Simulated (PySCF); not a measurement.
## Geometry relaxation, with input and output: AlHS

AlHS, computed with RKS PBE0-D4/def2-TZVP, density fitting (PySCF 2.14.0).

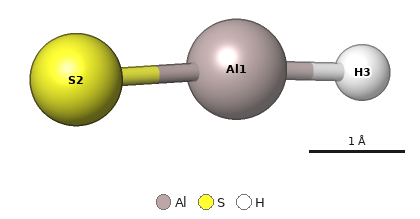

The input geometry (ball-and-stick view, seen at a tilt; atoms are numbered from 1 in the order of the input). Sticks mark near contacts. Bond lengths as drawn: Al–H 1.57 Å and Al–S 2.00 Å.

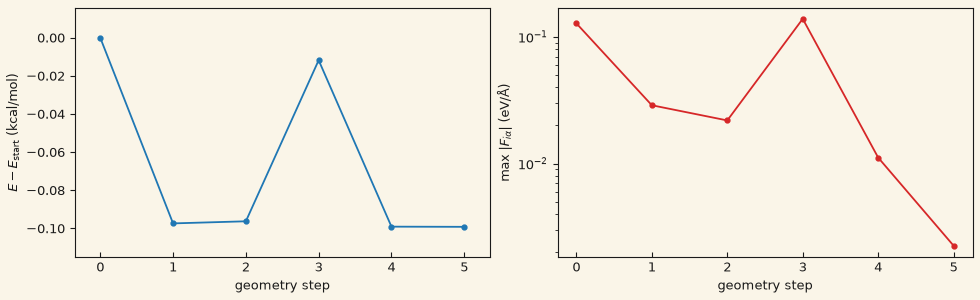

Progress of the relaxation, step by step (the first geometry is step 0 here and step 1 in the log).

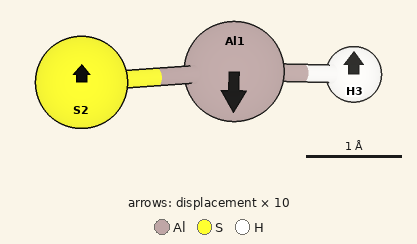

The starting structure with the displacements as black arrows, magnified 10 times (ball-and-stick view, seen at a tilt). The two geometries are laid on each other by the best rigid fit. After 5 geometry steps the energy has fallen by 0.10 kcal/mol. Largest force component: 0.13 eV/Å at the start, 0.0022 eV/Å at the end. The atom that moves furthest after the best rigid fit is Al1 (0.044 Å). Largest moves by element: Al 0.044 Å, H 0.025 Å, S 0.019 Å. Among the angles that change: S2–Al1–H3 175.6° → 180.0°. (Atoms are counted from 1 in the order of the input.)

The input and output of the run follow.

## Input file
```python
import json, numpy as np
from pyscf import gto, scf, dft, mp, cc
EV, BOHR = 27.211386245988, 0.529177210903
mol = gto.M(atom="""
Al -0.783269 0.307417 0.597413
S -1.638251 1.400034 -0.845252
H -0.202403 -0.515477 1.800182
""", basis="def2-tzvp", charge=0, spin=0, max_memory=8670, verbose=0)
def mean_field(mol, dm=None):
    mf = dft.RKS(mol, xc="pbe0").density_fit()
    mf.conv_tol = 1e-9; mf.grids.level = 4
    mf.kernel(dm0=dm)
    if not mf.converged: mf = mf.newton().run(mf.mo_coeff, mf.mo_occ)
    assert mf.converged
    return mf
def d4(mol):
    from pyscf.dispersion.dftd4 import DFTD4Dispersion
    real = gto.M(atom=[(mol.atom_pure_symbol(i), mol.atom_coord(i)) for i in range(3)], unit='B', charge=mol.charge, spin=None, basis='def2-svp', verbose=0)
    r = DFTD4Dispersion(real, xc="pbe0", atm=True).get_dispersion(grad=True); return r["energy"], r["gradient"]
def energy_and_gradient(mol, dm=None):
    mf = mean_field(mol, dm); e, g = d4(mol)
    return mf, (mf.e_tot + e) * EV, (mf.nuc_grad_method().kernel()[:3] + g) * EV / BOHR
out = {}
# rational-function steps on a BFGS-updated Hessian; the first Hessian (eV/A^2) comes from GFN2-xTB
H = np.load("h0.npy"); x = mol.atom_coords(unit="A").ravel(); dm = old = None; trust = 0.2; steps = []
for it in range(90):
    mol.set_geom_(x.reshape(-1, 3), unit="A"); mf, e, g = energy_and_gradient(mol, dm); g = g.ravel(); dm = mf.make_rdm1()
    print(f"relax step {it + 1}: E = {e:.6f} eV, largest force component {abs(g).max():.4f} eV/A", flush=True); steps.append([e, x.reshape(-1, 3).tolist(), (-g).reshape(-1, 3).tolist()])
    if abs(g).max() < 0.008: out['converged'] = True; break
    if old is not None:
        s, z = x - old[0], g - old[1]
        if s @ z > 1e-8: H = H + np.outer(z, z) / (s @ z) - np.outer(H @ s, H @ s) / (s @ H @ s)
        trust = max(0.03, trust / 2) if e > old[2] + 1e-4 else min(0.35, trust * 1.3)
    w, V = np.linalg.eigh(H); w = np.maximum(abs(w), 0.08); f = V.T @ g; M = np.diag(np.append(w, 0.0)); M[-1, :-1] = M[:-1, -1] = f
    dx = V @ (-f / (w - np.linalg.eigvalsh(M)[0])); big = np.linalg.norm(dx.reshape(-1, 3), axis=1).max(); dx *= min(1, trust / big)
    old = (x, g, e); x = x + dx
out.update(energy=e, forces=steps[-1][2], positions=steps[-1][1], steps=steps)
out['s2'] = mf.spin_square()[0]; out['nelec'] = mol.nelec
print(f"Total energy {out['energy']:.6f} eV, <S^2> {out['s2']:.4f}")
json.dump(out, open("out.json", "w"), default=float)
```

Launch command:
```bash
OMP_NUM_THREADS=4 python run.py
```

## What the program printed
```
relax step 1: E = -17442.474533 eV, largest force component 0.1279 eV/A
relax step 2: E = -17442.478755 eV, largest force component 0.0289 eV/A
relax step 3: E = -17442.478707 eV, largest force component 0.0219 eV/A
relax step 4: E = -17442.475044 eV, largest force component 0.1389 eV/A
relax step 5: E = -17442.478829 eV, largest force component 0.0111 eV/A
relax step 6: E = -17442.478833 eV, largest force component 0.0022 eV/A
Total energy -17442.478833 eV, <S^2> 0.0000
```

## Trajectory as extended XYZ (Å, eV, eV/Å), 6 frames, from step=1 to step=6
```
3
Properties=species:S:1:pos:R:3:forces:R:3 step=1 energy=-17442.47453
Al   -0.7833    0.3074    0.5974   -0.1279   0.0796   0.0159
S    -1.6383    1.4000   -0.8453    0.0715  -0.0544   0.0184
H    -0.2024   -0.5155    1.8002    0.0564  -0.0253  -0.0341
3
Properties=species:S:1:pos:R:3:forces:R:3 step=2 energy=-17442.47876
Al   -0.8139    0.3189    0.6220   -0.0187   0.0161  -0.0125
S    -1.6257    1.3947   -0.8560    0.0205  -0.0242   0.0289
H    -0.1843   -0.5235    1.7884   -0.0023   0.0078  -0.0162
3
Properties=species:S:1:pos:R:3:forces:R:3 step=3 energy=-17442.47871
Al   -0.8221    0.3128    0.6223    0.0074   0.0219  -0.0004
S    -1.6308    1.3957   -0.8504   -0.0020  -0.0120   0.0033
H    -0.1766   -0.5211    1.7844   -0.0058  -0.0101  -0.0028
3
Properties=species:S:1:pos:R:3:forces:R:3 step=4 energy=-17442.47504
Al   -0.8283    0.3411    0.6480    0.0483  -0.1180   0.0082
S    -1.6665    1.3737   -0.8337   -0.0904   0.1389  -0.1233
H    -0.1606   -0.5403    1.7507    0.0422  -0.0210   0.1153
3
Properties=species:S:1:pos:R:3:forces:R:3 step=5 energy=-17442.47883
Al   -0.8199    0.3187    0.6253    0.0062  -0.0111   0.0105
S    -1.6477    1.3892   -0.8449   -0.0043   0.0064  -0.0068
H    -0.1701   -0.5246    1.7789   -0.0021   0.0045  -0.0035
3
Properties=species:S:1:pos:R:3:forces:R:3 step=6 energy=-17442.47883
Al   -0.8210    0.3168    0.6259   -0.0016   0.0022  -0.0020
S    -1.6476    1.3872   -0.8457   -0.0002  -0.0003  -0.0001
H    -0.1724   -0.5232    1.7816    0.0015  -0.0020   0.0022
```

## Key numbers

| quantity | value |
| --- | --- |
| outcome | converged |
| total energy | −17442.4788 eV |
| largest force (length of the vector) at the end | 0.003 eV/Å |
| hardware | 4 threads of Arm Neoverse V2, 23 GiB of memory available, shared host |
| wall time | 8.2 s (CPU time 26 s) |
| peak memory | 0.78 GiB |
